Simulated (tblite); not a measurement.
**Geometry relaxation of C₃H₁₂N₂SSi (part 1 of 4)**

The run: geometry relaxation of C₃H₁₂N₂SSi. Method and program: GFN2-xTB geometry optimisation, gas phase (tblite 0.8.0).

It belongs to a series of runs on one base structure; here: H on C replaced by CH2NH2.

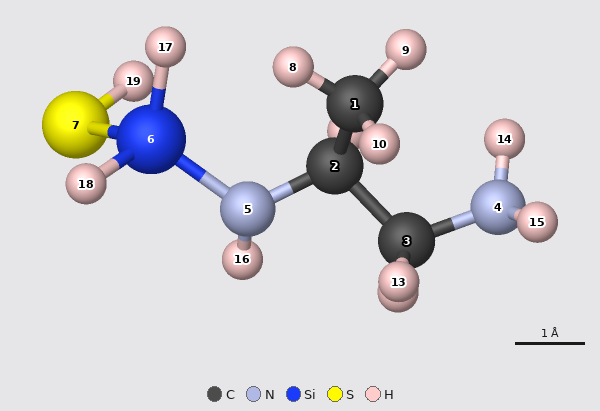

**Figure 1.** The structure as given in the input (ball-and-stick view, seen at a tilt; atoms are numbered from 1 in the order of the input).

Results in brief:

- outcome: converged
- total energy: −636.9303 eV
- hardware: 1 CPU thread, shared host
- wall time: 2.4 s
- peak memory: 0.18 GiB

The input:
```
{"job": {"kind": "relax", "xc": "GFN2-xTB", "basis": "xTB"}, "charge": 0, "multiplicity": 1}
C     -0.722100     0.103600     1.074700
C     -0.233400    -0.219900    -0.326700
C     -1.461900    -0.098100    -1.207200
N     -2.516500    -0.980100    -0.835500
N      0.725200     0.710500    -0.810800
Si     2.197800     0.910000     0.094000
S      3.916400    -0.080000    -0.706600
H      0.095600     0.476300     1.696200
H     -1.086800    -0.841300     1.574500
H     -1.512800     0.890000     1.053000
H      0.083200    -1.285900    -0.428100
H     -1.216300    -0.309600    -2.286200
H     -1.856900     0.958500    -1.197000
H     -2.245200    -1.744400    -0.172100
H     -3.397700    -0.491500    -0.563800
H      0.897000     0.540700    -1.831100
H      2.127200     0.573400     1.524600
H      2.541300     2.356200     0.058900
H      3.656400    -1.459000    -0.672700
```

The first line tells a small driver script what to run in tblite; the rest is the geometry in Å.

Run as:
```bash
OMP_NUM_THREADS=1 python <driver script> task.json out
```

Output:
```
step      E/eV     max force
  0    -635.92315    2.121
  1    -636.18746    0.875
  2    -636.27149    0.826
  3    -636.31990    0.634
  4    -636.36304    0.597
  5    -636.38932    0.358
  6    -636.40735    0.377
  7    -636.42620    0.387
  8    -636.44264    0.380
  9    -636.45867    0.290
 10    -636.47150    0.256
 11    -636.48138    0.231
 12    -636.48973    0.236
 13    -636.49596    0.156
 14    -636.50091    0.171
 15    -636.50687    0.191
 16    -636.51478    0.302
 17    -636.52494    0.339
 18    -636.53701    0.259
 19    -636.55104    0.287
 20    -636.56812    0.320
 21    -636.58836    0.443
 22    -636.60644    0.406
 23    -636.61800    0.343
 24    -636.61939    0.751
 25    -636.63485    0.240
 26    -636.64130    0.221
 27    -636.64789    0.320
 28    -636.65171    0.174
 29    -636.65403    0.110
 30    -636.65619    0.097
 31    -636.65788    0.113
 32    -636.65990    0.142
 33    -636.66153    0.121
 34    -636.66301    0.096
 35    -636.66466    0.091
 36    -636.66648    0.119
 37    -636.66832    0.139
 38    -636.66985    0.109
 39    -636.67126    0.079
 40    -636.67263    0.109
 41    -636.67403    0.109
 42    -636.67544    0.091
 43    -636.67687    0.091
 44    -636.67818    0.079
 45    -636.67927    0.075
 46    -636.68011    0.070
 47    -636.68088    0.066
 48    -636.68175    0.059
 49    -636.68276    0.075
 50    -636.68379    0.081
 51    -636.68474    0.069
 52    -636.68562    0.064
 53    -636.68651    0.070
 54    -636.68751    0.079
 55    -636.68870    0.088
 56    -636.69012    0.080
 57    -636.69171    0.082
 58    -636.69318    0.089
 59    -636.69434    0.104
 60    -636.69532    0.094
 61    -636.69664    0.082
 62    -636.69929    0.121
 63    -636.70114    0.123
 64    -636.70400    0.159
 65    -636.70611    0.114
 66    -636.70773    0.218
 67    -636.71035    0.158
 68    -636.71297    0.168
 69    -636.71724    0.182
 70    -636.71886    0.116
 71    -636.72075    0.102
 72    -636.72352    0.147
 73    -636.72538    0.103
 74    -636.72800    0.109
 75    -636.72966    0.111
 76    -636.73105    0.123
 77    -636.73270    0.109
 78    -636.73593    0.131
 79    -636.73984    0.137
 80    -636.74396    0.151
 81    -636.74729    0.212
 82    -636.75088    0.167
 83    -636.75464    0.158
 84    -636.75841    0.180
 85    -636.76277    0.163
 86    -636.76655    0.115
 87    -636.77019    0.157
 88    -636.77353    0.124
 89    -636.77887    0.150
 90    -636.78260    0.178
 91    -636.78669    0.159
 92    -636.79077    0.146
 93    -636.79520    0.132
 94    -636.80025    0.150
 95    -636.80617    0.180
 96    -636.81304    0.211
 97    -636.82066    0.195
 98    -636.82721    0.195
 99    -636.82940    0.354
100    -636.83463    0.171
101    -636.83791    0.128
102    -636.84288    0.101
103    -636.84545    0.089
104    -636.84737    0.067
105    -636.84854    0.074
106    -636.84983    0.092
107    -636.85137    0.103
108    -636.85328    0.114
109    -636.85550    0.089
110    -636.85787    0.096
111    -636.85990    0.132
112    -636.86191    0.124
113    -636.86422    0.098
114    -636.86669    0.091
115    -636.86880    0.105
116    -636.87132    0.105
117    -636.87378    0.118
118    -636.87618    0.145
119    -636.87868    0.178
120    -636.88136    0.165
121    -636.88506    0.112
122    -636.88764    0.149
123    -636.89016    0.167
124    -636.89256    0.159
125    -636.89529    0.098
126    -636.89685    0.111
127    -636.89814    0.135
128    -636.89932    0.067
129    -636.90094    0.092
130    -636.90295    0.126
131    -636.90523    0.141
132    -636.90770    0.117
133    -636.90938    0.109
134    -636.91021    0.121
135    -636.91169    0.086
136    -636.91283    0.082
137    -636.91461    0.084
138    -636.91572    0.119
139    -636.91659    0.074
140    -636.91730    0.075
141    -636.91806    0.106
142    -636.91862    0.126
143    -636.91978    0.078
144    -636.92092    0.063
145    -636.92181    0.063
146    -636.92246    0.055
147    -636.92308    0.072
148    -636.92342    0.073
149    -636.92381    0.074
150    -636.92457    0.064
151    -636.92525    0.063
152    -636.92605    0.058
153    -636.92674    0.052
154    -636.92727    0.099
155    -636.92781    0.072
156    -636.92855    0.041
157    -636.92879    0.043
158    -636.92903    0.039
159    -636.92922    0.043
160    -636.92944    0.037
161    -636.92967    0.038
162    -636.92986    0.026
163    -636.92997    0.015
164    -636.93002    0.014
165    -636.93006    0.014
166    -636.93010    0.014
167    -636.93015    0.014
168    -636.93022    0.014
169    -636.93027    0.014
170    -636.93030    0.009
```

Trajectory as extended XYZ (Å, eV, eV/Å), 42 of the 171 frames kept, from step=0 to step=170:
```
19
Properties=species:S:1:pos:R:3:forces:R:3 step=0 energy=-635.92315
C    -0.7221    0.1036    1.0747   -0.0730  -0.4310   1.1480
C    -0.2334   -0.2199   -0.3267   -1.1890  -0.4430  -0.2560
C    -1.4619   -0.0981   -1.2072   -0.6280   0.9100  -1.3670
N    -2.5165   -0.9801   -0.8355   -1.6380  -1.1150   0.7560
N     0.7252    0.7105   -0.8108    1.7680  -0.0680  -0.6520
Si    2.1978    0.9100    0.0940   -0.2010   0.9330   0.2230
S     3.9164   -0.0800   -0.7066    0.2910  -1.2110  -0.2320
H     0.0956    0.4763    1.6962   -0.3110  -0.0520  -0.1040
H    -1.0868   -0.8413    1.5745    0.0890   1.1330  -0.4960
H    -1.5128    0.8900    1.0530    0.5840  -0.7630   0.0620
H     0.0832   -1.2859   -0.4281    0.1540   0.3430   0.3590
H    -1.2163   -0.3096   -2.2862    0.1280   0.0880   0.5610
H    -1.8569    0.9585   -1.1970    0.5670  -0.7200   0.0300
H    -2.2452   -1.7444   -0.1721   -0.4620   1.2720  -0.7880
H    -3.3977   -0.4915   -0.5638    1.2430  -0.8060   0.0340
H     0.8970    0.5407   -1.8311   -0.2930   0.3320   1.1270
H     2.1272    0.5734    1.5246    0.0760  -0.1910  -0.3030
H     2.5413    2.3562    0.0589   -0.0550  -0.5480  -0.2000
H     3.6564   -1.4590   -0.6727   -0.0510   1.3370   0.0970
19
Properties=species:S:1:pos:R:3:forces:R:3 step=4 energy=-636.36304
C    -0.7114    0.0936    1.0894   -0.0310  -0.0050   0.0430
C    -0.2796   -0.2188   -0.3387    0.1920  -0.1790   0.1370
C    -1.5058   -0.0990   -1.2478    0.2930   0.0740  -0.0030
N    -2.5675   -1.0164   -0.8825   -0.2460  -0.1270  -0.1490
N     0.7809    0.6654   -0.7909    0.0020  -0.0570   0.0220
Si    2.2200    0.9429    0.1073    0.1630  -0.2870  -0.1650
S     3.9412   -0.1135   -0.7219    0.1810   0.5660  -0.0610
H     0.0904    0.4760    1.7011    0.1130  -0.0340   0.0070
H    -1.1012   -0.7962    1.5653   -0.1110  -0.1350   0.1170
H    -1.4857    0.8454    1.0669   -0.2100   0.2380   0.0790
H     0.0856   -1.2567   -0.3987   -0.1150  -0.1440   0.1010
H    -1.2076   -0.3109   -2.2781    0.0290  -0.0560  -0.1840
H    -1.8362    0.9399   -1.2018   -0.1400   0.0640  -0.1150
H    -2.2650   -1.6900   -0.1887   -0.0060   0.0650  -0.0990
H    -3.3729   -0.5229   -0.5283   -0.0580  -0.0200   0.1480
H     0.8894    0.5652   -1.7952    0.0350   0.1510   0.1170
H     2.1350    0.5512    1.5030    0.0920  -0.1780   0.0470
H     2.5487    2.3433    0.0354    0.1500   0.2360  -0.1800
H     3.6319   -1.3892   -0.6578   -0.3310  -0.1720   0.1410
19
Properties=species:S:1:pos:R:3:forces:R:3 step=8 energy=-636.44264
C    -0.7240    0.0949    1.1056   -0.0680  -0.0050  -0.0360
C    -0.2791   -0.2373   -0.3230   -0.1390   0.0330  -0.0230
C    -1.4975   -0.1029   -1.2637   -0.1070  -0.0620   0.0310
N    -2.5970   -1.0220   -0.9252    0.2510   0.2270   0.1320
N     0.8017    0.6330   -0.7639   -0.0390  -0.0620   0.1060
Si    2.2594    0.9342    0.0958   -0.0460   0.2170   0.1070
S     3.9796   -0.0709   -0.7413   -0.0220  -0.2760  -0.0390
H     0.1021    0.4656    1.7021   -0.1160  -0.0760  -0.0260
H    -1.1255   -0.7969    1.5834   -0.0160   0.0690   0.0520
H    -1.4993    0.8615    1.0880    0.1060  -0.0130   0.0310
H     0.0661   -1.2839   -0.3661   -0.1050  -0.0620   0.0620
H    -1.1983   -0.3207   -2.2994    0.0350  -0.0200   0.1100
H    -1.8484    0.9351   -1.2278    0.0580  -0.0790  -0.0840
H    -2.2737   -1.6704   -0.2178    0.0470  -0.2470  -0.1300
H    -3.3746   -0.5347   -0.4939    0.0300   0.1400  -0.0990
H     0.8919    0.6034   -1.7709   -0.0500   0.0560  -0.0060
H     2.1602    0.5090    1.4918    0.1360  -0.0410  -0.1360
H     2.5754    2.3579   -0.0082    0.0170  -0.1760  -0.0640
H     3.5711   -1.3457   -0.6275    0.0260   0.3790   0.0120
19
Properties=species:S:1:pos:R:3:forces:R:3 step=12 energy=-636.48973
C    -0.7454    0.0920    1.1135    0.0440  -0.0090   0.0360
C    -0.2939   -0.2509   -0.3099    0.0420   0.0200   0.0470
C    -1.4924   -0.1081   -1.2690    0.0690   0.0390   0.0080
N    -2.5904   -0.9988   -0.9239   -0.1130  -0.1270  -0.0370
N     0.8109    0.5999   -0.7326   -0.0020  -0.0110  -0.0320
Si    2.2777    0.9468    0.0938   -0.0310  -0.1170  -0.0850
S     4.0035   -0.0549   -0.7636   -0.0910   0.2170  -0.0150
H     0.0920    0.4429    1.7002    0.0320   0.0010   0.0690
H    -1.1517   -0.7867    1.6088   -0.0920   0.0320  -0.0180
H    -1.4956    0.8791    1.1085    0.0050   0.0040  -0.0460
H     0.0246   -1.3126   -0.3305   -0.0540   0.1130  -0.0200
H    -1.1808   -0.3372   -2.2970    0.0830  -0.0930   0.0350
H    -1.8467    0.9248   -1.2652    0.0910   0.0830   0.0040
H    -2.2718   -1.7069   -0.2739   -0.0380  -0.0990  -0.1010
H    -3.3638   -0.5131   -0.4874    0.0920   0.0670   0.0460
H     0.8796    0.6441   -1.7423   -0.1160  -0.0080   0.0630
H     2.2103    0.4673    1.4642    0.0810   0.0110   0.0540
H     2.6032    2.3502   -0.0560    0.0020   0.0850  -0.0060
H     3.5209   -1.2686   -0.5996   -0.0060  -0.2090  -0.0030
19
Properties=species:S:1:pos:R:3:forces:R:3 step=17 energy=-636.52494
C    -0.7524    0.0982    1.1394   -0.0460   0.0240  -0.0920
C    -0.3023   -0.2504   -0.2810   -0.0280  -0.0630  -0.0300
C    -1.4778   -0.1127   -1.2671   -0.0100  -0.1110   0.0160
N    -2.6007   -0.9944   -0.9492    0.0710   0.2320  -0.0290
N     0.8073    0.5801   -0.7147   -0.0840   0.0390   0.0370
Si    2.2763    0.9479    0.0860   -0.0540   0.1450   0.1330
S     3.9763   -0.0238   -0.7948    0.0790  -0.2970  -0.1420
H     0.0955    0.4242    1.7321   -0.1210  -0.0460   0.0310
H    -1.2075   -0.7677    1.6172    0.0140   0.0620   0.0080
H    -1.4865    0.9007    1.1048    0.0740   0.0670   0.0760
H    -0.0121   -1.3125   -0.3131    0.1390  -0.0960   0.0970
H    -1.1309   -0.3858   -2.2736    0.0380   0.0370   0.0350
H    -1.8062    0.9335   -1.2912   -0.0130  -0.1660  -0.0440
H    -2.2944   -1.7688   -0.3645   -0.0670   0.1260  -0.1690
H    -3.3176   -0.4804   -0.4532   -0.0040  -0.1120   0.1390
H     0.8198    0.6696   -1.7206    0.0020   0.0190  -0.0200
H     2.2789    0.4522    1.4587   -0.0380   0.0880  -0.0390
H     2.6109    2.3564   -0.0845   -0.0880  -0.0580   0.0560
H     3.5137   -1.2568   -0.5928    0.1370   0.1080  -0.0630
19
Properties=species:S:1:pos:R:3:forces:R:3 step=21 energy=-636.58836
C    -0.7803    0.1176    1.1734   -0.0140  -0.0900  -0.0680
C    -0.3119   -0.2751   -0.2296    0.0700   0.0070  -0.0240
C    -1.4420   -0.1458   -1.2668    0.0240   0.0560  -0.0280
N    -2.6272   -0.9307   -1.0073   -0.1540  -0.1540   0.2770
N     0.7812    0.5708   -0.6792    0.0680   0.0110   0.0530
Si    2.2670    0.9673    0.0894    0.1180  -0.3080  -0.2950
S     3.9407   -0.0271   -0.8994   -0.0760   0.3110  -0.0230
H     0.0686    0.3774    1.8035   -0.1480  -0.0540  -0.0870
H    -1.3094   -0.7167    1.6304   -0.0280   0.0620   0.0360
H    -1.4531    0.9735    1.1183    0.1200  -0.0030   0.0300
H    -0.0177   -1.3448   -0.2467    0.1270   0.1670   0.2190
H    -1.0262   -0.4679   -2.2295   -0.1170  -0.0180  -0.0670
H    -1.7370    0.9011   -1.3499    0.0080   0.0740  -0.0630
H    -2.3676   -1.8248   -0.5961   -0.0290   0.0000  -0.1980
H    -3.2276   -0.4687   -0.3302    0.0700   0.0020  -0.0340
H     0.7146    0.7202   -1.6810    0.1970   0.0390   0.2200
H     2.3814    0.4610    1.4519   -0.1540   0.0810  -0.0210
H     2.5893    2.3668   -0.1107   -0.0570   0.0690   0.0490
H     3.5475   -1.2448   -0.6024   -0.0250  -0.2500   0.0230
19
Properties=species:S:1:pos:R:3:forces:R:3 step=25 energy=-636.63485
C    -0.8012    0.1204    1.1786   -0.0450   0.0650   0.1430
C    -0.3115   -0.2864   -0.2063   -0.0460   0.0870   0.0510
C    -1.4260   -0.1668   -1.2681   -0.0250   0.0200   0.0020
N    -2.6489   -0.8967   -1.0123    0.1510  -0.0320  -0.0830
N     0.7699    0.5711   -0.6474    0.0700   0.0010   0.0450
Si    2.2786    0.9497    0.0633    0.0440   0.1080   0.1020
S     3.9110   -0.0200   -0.9696    0.0260  -0.1730  -0.0190
H     0.0304    0.3409    1.8347    0.1870  -0.0370   0.0120
H    -1.3731   -0.6777    1.6399   -0.1460  -0.0700  -0.0400
H    -1.4117    1.0172    1.1304   -0.0660   0.0520  -0.0980
H     0.0147   -1.3412   -0.1714    0.0230   0.0280   0.0350
H    -0.9905   -0.5153   -2.2134   -0.2210  -0.0840  -0.0390
H    -1.6953    0.8848   -1.3908    0.0530   0.0650   0.0280
H    -2.4215   -1.8510   -0.7590   -0.1090  -0.0850   0.0210
H    -3.1688   -0.4729   -0.2522    0.0670  -0.0590   0.0330
H     0.6896    0.7542   -1.6357    0.1110   0.0740  -0.0740
H     2.4044    0.4893    1.4414   -0.1150  -0.0010  -0.0480
H     2.5571    2.3725   -0.1087   -0.0200  -0.1150  -0.0010
H     3.5828   -1.2628   -0.6156    0.0620   0.1570  -0.0680
19
Properties=species:S:1:pos:R:3:forces:R:3 step=29 energy=-636.65403
C    -0.8095    0.1265    1.1904    0.0150   0.0220  -0.0550
C    -0.3115   -0.2805   -0.1973    0.0230   0.0010  -0.0140
C    -1.4232   -0.1695   -1.2686    0.0180  -0.0320   0.0320
N    -2.6483   -0.8937   -1.0160   -0.0270   0.0570   0.0830
N     0.7766    0.5733   -0.6370   -0.0170   0.0400  -0.0610
Si    2.2899    0.9476    0.0619   -0.0170   0.0030   0.0370
S     3.9106   -0.0274   -0.9912    0.0390   0.0410  -0.0120
H     0.0372    0.3262    1.8404   -0.0350  -0.0400   0.0010
H    -1.4039   -0.6712    1.6352   -0.0080   0.0820  -0.0610
H    -1.4069    1.0327    1.1247   -0.0040   0.0170   0.0130
H     0.0312   -1.3296   -0.1435   -0.0570   0.0110  -0.0320
H    -1.0148   -0.5347   -2.2184   -0.0320  -0.0170   0.0080
H    -1.6805    0.8875   -1.3963    0.0180  -0.0380   0.0360
H    -2.4479   -1.8624   -0.7967   -0.0030  -0.0570  -0.0110
H    -3.1453   -0.4889   -0.2289    0.0380  -0.0540  -0.0090
H     0.7066    0.7715   -1.6255    0.0100   0.0110   0.0140
H     2.3856    0.4972    1.4376   -0.0290  -0.0690   0.0800
H     2.5465    2.3663   -0.1063    0.0630   0.0340  -0.0340
H     3.5978   -1.2616   -0.6265    0.0050  -0.0120  -0.0140
```
